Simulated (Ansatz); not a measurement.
**Errors in the atomisation enthalpy at 298 K**

6 molecules holding Si, Ge, B, Al, Ga, P or As; the atomisation enthalpy at 298 K in kJ/mol, computed less measured. Shapes, held fixed at every level: PBE0-D4/def2-TZVP. Thermal terms are harmonic and unscaled (PBE0-D4/def2-TZVP); the spin-orbit lowering of the free atoms is taken from their spectra. Programs: Ansatz 0.2.0. Measured values: NIST-JANAF tables.

Levels: A = SPW92/def2-TZVPP; B = r2SCAN0-D4/def2-TZVPP; C = CCSD(T)/def2-TZVPP.

| molecule | from tabulated heats | A | B | C |
| --- | --- | --- | --- | --- |
| BBrCl2 (bromodichloroborane) | 1262 | +241 | +8 | -43 |
| BClF2 (chlorodifluoroborane) | 1736 | +303 | -25 | -47 |
| BF3 (boron trifluoride) | 1944 | +325 | -47 | -52 |
| PF3 (phosphorus trifluoride) | 1513 | +320 | -85 | -80 |
| SiH2Cl2 (dichlorosilane (DCS)) | 1449 | +162 | -14 | -50 |
| SiH4 (silane) | 1288 | +105 | -3 | -14 |

(1) Sum up the errors.

Results:

(1) 
```json
{"level": "SPW92/def2-TZVPP", "kind": "LDA", "mean error": "+242.7", "mean absolute error": "242.7", "worst case": "BF3"}
{"level": "r2SCAN0-D4/def2-TZVPP", "kind": "global hybrid", "mean error": "-27.7", "mean absolute error": "30.3", "worst case": "PF3"}
{"level": "CCSD(T)/def2-TZVPP", "kind": "coupled cluster or CI", "mean error": "-47.7", "mean absolute error": "47.7", "worst case": "PF3"}
```

On this set r2SCAN0-D4/def2-TZVPP has the smallest mean absolute error and SPW92/def2-TZVPP the largest. SPW92/def2-TZVPP is too high in 6 of 6; r2SCAN0-D4/def2-TZVPP is too low in 5 of 6; CCSD(T)/def2-TZVPP is too low in 6 of 6. The heats of SiH2Cl2 come from older tables and can be uncertain by 10 kJ/mol or more. Heats of the atoms come from ATcT where it has them, that of boron, 570 kJ/mol, from recent work. The tabulated values of BBrCl2, BClF2 are in doubt (older tables, estimates, or at odds with other calculations) and kept here. Over the 4 molecules whose values aren't doubted the mean absolute errors are A 228.0; B 37.2; C 49.0. Correlated wave functions converge slowly with the basis. Relativity is left out for Br. Outer-core shells of Br are correlated, in sets that cover them unevenly. The set is small.

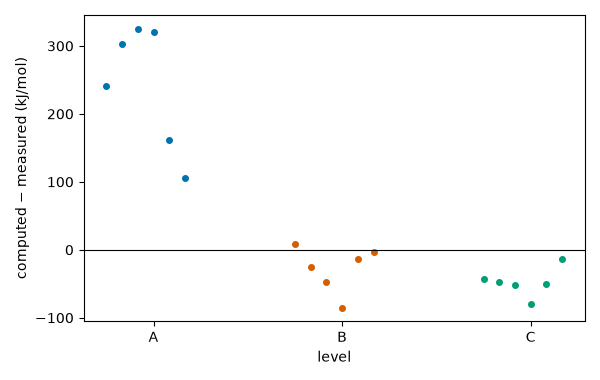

Errors of each level, one point a molecule.
